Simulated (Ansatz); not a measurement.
**CH$_{5}$BrFNSi: geometry relaxation (part 2 of 2)**

Continued. System: CH$_{5}$BrFNSi. Method: RKS PBE-D4/def2-SVP (Ansatz 0.2.0). The geometry: force-field start.

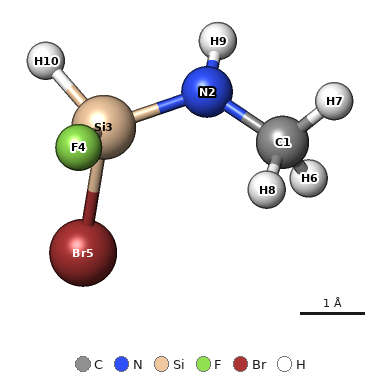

The geometry at step 14 of the log (ball-and-stick view, seen on its broad side; atoms are numbered from 1 in the order of the input).

### Trajectory as extended XYZ, continued
```
10
Properties=species:S:1:pos:R:3:forces:R:3 step=7 energy=-83217.46475
C    -1.2139    0.1259   -0.6902    0.0449  -0.0598   0.0042
N    -0.1368   -0.7045   -0.1547   -0.0218   0.1064   0.0070
Si    1.1201   -0.0671    0.8265   -0.0576  -0.0317  -0.0521
F     0.4220    0.6907    2.0940    0.0312  -0.0027   0.0313
Br    2.3418    1.5344   -0.1713    0.0060  -0.0111   0.0203
H    -0.9382    0.6708   -1.6226   -0.0079  -0.0108  -0.0066
H    -2.1142   -0.4880   -0.9001   -0.0023   0.0096   0.0062
H    -1.5039    0.8836    0.0658    0.0031  -0.0216  -0.0172
H     0.0880   -1.5271   -0.7213    0.0005   0.0063   0.0108
H     2.0180   -1.1699    1.2768    0.0037   0.0154  -0.0039
10
Properties=species:S:1:pos:R:3:forces:R:3 step=8 energy=-83217.46706
C    -1.2157    0.1266   -0.7000    0.0053  -0.0126   0.0053
N    -0.1408   -0.6917   -0.1485   -0.0375   0.0155  -0.0467
Si    1.1215   -0.0638    0.8273    0.0392  -0.0380   0.0106
F     0.4496    0.6732    2.1201   -0.0026   0.0225   0.0248
Br    2.3390    1.5497   -0.1576   -0.0183  -0.0187   0.0140
H    -0.9361    0.6579   -1.6389   -0.0151  -0.0055  -0.0057
H    -2.1138   -0.4927   -0.9053    0.0069   0.0134   0.0049
H    -1.5132    0.8935    0.0431   -0.0011   0.0006  -0.0132
H     0.0686   -1.5319   -0.6951    0.0327   0.0090   0.0346
H     2.0239   -1.1720    1.2577   -0.0096   0.0136  -0.0287
10
Properties=species:S:1:pos:R:3:forces:R:3 step=9 energy=-83217.46889
C    -1.2127    0.1298   -0.7130   -0.0193   0.0437   0.0106
N    -0.1440   -0.6811   -0.1423   -0.0424  -0.0480  -0.0784
Si    1.1219   -0.0663    0.8341    0.0612   0.0208   0.0428
F     0.4742    0.6451    2.1550    0.0009  -0.0077  -0.0062
Br    2.3104    1.5761   -0.1372   -0.0151  -0.0203   0.0096
H    -0.9350    0.6287   -1.6716   -0.0099  -0.0222   0.0339
H    -2.1180   -0.4867   -0.8935    0.0035   0.0115   0.0010
H    -1.5019    0.9237    0.0064    0.0173  -0.0227  -0.0359
H     0.0510   -1.5419   -0.6625    0.0315   0.0290   0.0495
H     2.0371   -1.1785    1.2277   -0.0277   0.0159  -0.0270
10
Properties=species:S:1:pos:R:3:forces:R:3 step=10 energy=-83217.46964
C    -1.2102    0.1320   -0.7287   -0.0267   0.0263   0.0111
N    -0.1490   -0.6709   -0.1347   -0.0721   0.1947   0.0516
Si    1.1211   -0.0657    0.8412    0.0413   0.0475   0.1113
F     0.5001    0.6050    2.1994    0.0328  -0.0396  -0.0924
Br    2.2793    1.6086   -0.1100   -0.0278  -0.0183   0.0127
H    -0.9362    0.5838   -1.7110    0.0048  -0.0218   0.0295
H    -2.1280   -0.4760   -0.8730    0.0067   0.0126   0.0010
H    -1.4798    0.9623   -0.0446    0.0157  -0.0161  -0.0165
H     0.0372   -1.5459   -0.6208    0.0567  -0.2054  -0.0958
H     2.0486   -1.1844    1.1851   -0.0314   0.0200  -0.0124
10
Properties=species:S:1:pos:R:3:forces:R:3 step=11 energy=-83217.47065
C    -1.2084    0.1326   -0.7304   -0.0067   0.0368  -0.0013
N    -0.1480   -0.6704   -0.1358   -0.0212   0.0409  -0.0052
Si    1.1229   -0.0669    0.8408   -0.0177   0.0526   0.0944
F     0.5034    0.5984    2.2019    0.0275  -0.0429  -0.0666
Br    2.2639    1.6224   -0.1019   -0.0058  -0.0231   0.0010
H    -0.9353    0.5717   -1.7189   -0.0102  -0.0200   0.0322
H    -2.1322   -0.4694   -0.8630    0.0126   0.0141   0.0045
H    -1.4656    0.9731   -0.0533    0.0117  -0.0275  -0.0246
H     0.0356   -1.5538   -0.6161    0.0144  -0.0514  -0.0211
H     2.0466   -1.1891    1.1795   -0.0046   0.0207  -0.0132
10
Properties=species:S:1:pos:R:3:forces:R:3 step=12 energy=-83217.47078
C    -1.2072    0.1331   -0.7309   -0.0036   0.0312  -0.0013
N    -0.1481   -0.6712   -0.1356   -0.0241   0.0449  -0.0028
Si    1.1223   -0.0672    0.8415   -0.0144   0.0444   0.0819
F     0.5036    0.5957    2.2038    0.0243  -0.0398  -0.0593
Br    2.2587    1.6246   -0.1017   -0.0034  -0.0196   0.0010
H    -0.9340    0.5695   -1.7204   -0.0080  -0.0181   0.0278
H    -2.1324   -0.4668   -0.8616    0.0082   0.0102   0.0043
H    -1.4617    0.9753   -0.0555    0.0094  -0.0219  -0.0206
H     0.0338   -1.5558   -0.6142    0.0157  -0.0511  -0.0207
H     2.0481   -1.1884    1.1775   -0.0041   0.0197  -0.0104
10
Properties=species:S:1:pos:R:3:forces:R:3 step=13 energy=-83217.47120
C    -1.2033    0.1355   -0.7373    0.0001   0.0167  -0.0122
N    -0.1492   -0.6707   -0.1363    0.0174  -0.0520  -0.0266
Si    1.1177   -0.0664    0.8458    0.0058  -0.0236   0.0125
F     0.5036    0.5662    2.2225    0.0119   0.0006  -0.0231
Br    2.2364    1.6407   -0.0865   -0.0123   0.0098   0.0031
H    -0.9342    0.5400   -1.7412   -0.0192  -0.0129   0.0276
H    -2.1415   -0.4501   -0.8397    0.0130   0.0154   0.0029
H    -1.4326    1.0009   -0.0818    0.0082  -0.0330  -0.0263
H     0.0244   -1.5689   -0.5994   -0.0153   0.0837   0.0344
H     2.0616   -1.1784    1.1568   -0.0095  -0.0049   0.0076
10
Properties=species:S:1:pos:R:3:forces:R:3 step=14 energy=-83217.47157
C    -1.1962    0.1382   -0.7435   -0.0179   0.0008  -0.0049
N    -0.1484   -0.6715   -0.1362    0.0101   0.0124   0.0042
Si    1.1175   -0.0713    0.8494   -0.0111  -0.0037  -0.0148
F     0.5119    0.5454    2.2366    0.0039  -0.0110  -0.0001
Br    2.1992    1.6629   -0.0757    0.0081  -0.0007   0.0022
H    -0.9332    0.5158   -1.7595   -0.0095  -0.0147   0.0324
H    -2.1455   -0.4338   -0.8220    0.0178   0.0171  -0.0001
H    -1.4049    1.0218   -0.1058    0.0119  -0.0321  -0.0265
H     0.0138   -1.5769   -0.5851   -0.0081   0.0236   0.0029
H     2.0686   -1.1819    1.1449   -0.0051   0.0083   0.0046
10
Properties=species:S:1:pos:R:3:forces:R:3 step=15 energy=-83217.47179
C    -1.1975    0.1374   -0.7445   -0.0099  -0.0030  -0.0005
N    -0.1476   -0.6693   -0.1373    0.0065   0.0274   0.0047
Si    1.1180   -0.0702    0.8490   -0.0094  -0.0047   0.0012
F     0.5126    0.5422    2.2385    0.0033  -0.0058  -0.0061
Br    2.2033    1.6654   -0.0698    0.0011  -0.0058   0.0027
H    -0.9389    0.5086   -1.7633   -0.0040  -0.0093   0.0158
H    -2.1477   -0.4334   -0.8156    0.0098   0.0091   0.0010
H    -1.4018    1.0246   -0.1118    0.0054  -0.0142  -0.0131
H     0.0154   -1.5740   -0.5861   -0.0022  -0.0006  -0.0053
H     2.0672   -1.1824    1.1438   -0.0006   0.0070  -0.0002
10
Properties=species:S:1:pos:R:3:forces:R:3 step=16 energy=-83217.47207
C    -1.1977    0.1372   -0.7489   -0.0089  -0.0006   0.0021
N    -0.1453   -0.6644   -0.1409    0.0117   0.0196   0.0041
Si    1.1178   -0.0701    0.8509   -0.0098  -0.0006   0.0063
F     0.5141    0.5262    2.2481    0.0015   0.0004  -0.0070
Br    2.1981    1.6764   -0.0525   -0.0037  -0.0055   0.0028
H    -0.9513    0.4828   -1.7792   -0.0026  -0.0049   0.0081
H    -2.1546   -0.4256   -0.7930    0.0113   0.0084   0.0016
H    -1.3834    1.0403   -0.1339   -0.0001  -0.0048  -0.0074
H     0.0150   -1.5723   -0.5838   -0.0004  -0.0126  -0.0066
H     2.0702   -1.1818    1.1362    0.0010   0.0006  -0.0041
10
Properties=species:S:1:pos:R:3:forces:R:3 step=17 energy=-83217.47225
C    -1.1947    0.1381   -0.7583   -0.0441   0.0351  -0.0100
N    -0.1405   -0.6579   -0.1475    0.0188   0.0058  -0.0043
Si    1.1167   -0.0712    0.8551   -0.0046   0.0042   0.0098
F     0.5181    0.4918    2.2686    0.0010   0.0000  -0.0096
Br    2.1746    1.7037   -0.0186   -0.0107  -0.0117   0.0032
H    -0.9704    0.4312   -1.8113   -0.0183  -0.0145   0.0582
H    -2.1664   -0.4046   -0.7491    0.0548   0.0387  -0.0034
H    -1.3413    1.0742   -0.1799    0.0027  -0.0520  -0.0411
H     0.0079   -1.5762   -0.5726   -0.0007  -0.0057   0.0015
H     2.0790   -1.1802    1.1164    0.0011   0.0003  -0.0043
10
Properties=species:S:1:pos:R:3:forces:R:3 step=18 energy=-83217.47243
C    -1.1945    0.1384   -0.7580   -0.0215   0.0186  -0.0034
N    -0.1388   -0.6569   -0.1489    0.0144  -0.0019  -0.0027
Si    1.1170   -0.0717    0.8561   -0.0152   0.0075   0.0026
F     0.5155    0.4915    2.2684    0.0080  -0.0011  -0.0122
Br    2.1740    1.7023   -0.0198   -0.0047  -0.0054   0.0077
H    -0.9732    0.4307   -1.8108   -0.0075  -0.0086   0.0304
H    -2.1654   -0.4037   -0.7467    0.0274   0.0200  -0.0011
H    -1.3403    1.0742   -0.1810    0.0015  -0.0253  -0.0206
H     0.0096   -1.5753   -0.5740   -0.0029  -0.0052   0.0011
H     2.0791   -1.1808    1.1177    0.0005   0.0014  -0.0018
10
Properties=species:S:1:pos:R:3:forces:R:3 step=19 energy=-83217.47247
C    -1.1929    0.1380   -0.7576    0.0004   0.0178   0.0126
N    -0.1351   -0.6597   -0.1549    0.0037   0.0174   0.0050
Si    1.1155   -0.0719    0.8549   -0.0067  -0.0105  -0.0099
F     0.5067    0.4894    2.2642    0.0031   0.0068   0.0031
Br    2.1707    1.7048   -0.0169   -0.0037  -0.0025   0.0070
H    -0.9791    0.4262   -1.8125   -0.0053  -0.0070   0.0143
H    -2.1667   -0.3972   -0.7353    0.0151   0.0076  -0.0010
H    -1.3262    1.0759   -0.1816   -0.0104  -0.0127  -0.0221
H     0.0099   -1.5790   -0.5781    0.0015  -0.0163  -0.0066
H     2.0801   -1.1777    1.1206    0.0023  -0.0005  -0.0024
10
Properties=species:S:1:pos:R:3:forces:R:3 step=20 energy=-83217.47273
C    -1.1925    0.1386   -0.7616   -0.0004   0.0047  -0.0014
N    -0.1325   -0.6554   -0.1584    0.0113   0.0021  -0.0043
Si    1.1163   -0.0735    0.8561   -0.0115   0.0176   0.0123
F     0.5099    0.4766    2.2716    0.0041  -0.0117  -0.0014
Br    2.1636    1.7168    0.0041   -0.0006  -0.0026  -0.0066
H    -0.9918    0.4011   -1.8253    0.0007  -0.0038   0.0068
H    -2.1702   -0.3875   -0.7149    0.0029   0.0017   0.0011
H    -1.3111    1.0904   -0.2067   -0.0003  -0.0031  -0.0043
H     0.0064   -1.5800   -0.5729   -0.0029  -0.0027   0.0000
H     2.0850   -1.1783    1.1108   -0.0034  -0.0022  -0.0022
```

The run was set up as follows.

### The input
```yaml
crystal:
  periodic: [false, false, false]
  atoms:
    - {symbol: C, position_ang: [-1.223800, 0.042900, -0.594900]}
    - {symbol: N, position_ang: [-0.139400, -0.682500, -0.126300]}
    - {symbol: Si, position_ang: [1.065500, -0.042100, 0.840000]}
    - {symbol: F, position_ang: [0.493000, 0.914800, 1.942400]}
    - {symbol: Br, position_ang: [2.434300, 1.120600, -0.467500]}
    - {symbol: H, position_ang: [-0.962000, 0.911600, -1.279600]}
    - {symbol: H, position_ang: [-1.920900, -0.566800, -1.160800]}
    - {symbol: H, position_ang: [-1.808700, 0.534800, 0.214300]}
    - {symbol: H, position_ang: [0.312800, -1.122600, -0.872500]}
    - {symbol: H, position_ang: [1.832200, -1.161900, 1.507800]}
basis:
  gaussian: {orbitals: def2-SVP}
hamiltonian: {xc: pbe, dispersion: d4}
relax: {f_tol: 0.03, max_steps: 200}
```

Launch command:
```bash
ansatz run in.yaml --threads 4 --pin off --events-out ev --progress --plain --max-ram 10444MiB
```

### Results in brief

```csv
quantity,value
outcome,converged
total energy,−83217.4728 eV
mean-field energy,−83217.2346 eV
dispersion energy,−0.2382 eV
SCF solution under orbital rotations,stable
largest force (length of the vector) at the end,0.024 eV/Å
dipole moment,2.85 D
hardware,"4 threads of Arm Neoverse V1, 23 GiB of memory available, shared host"
wall time,31 s (CPU time 1.9 min)
peak memory,0.19 GiB
```
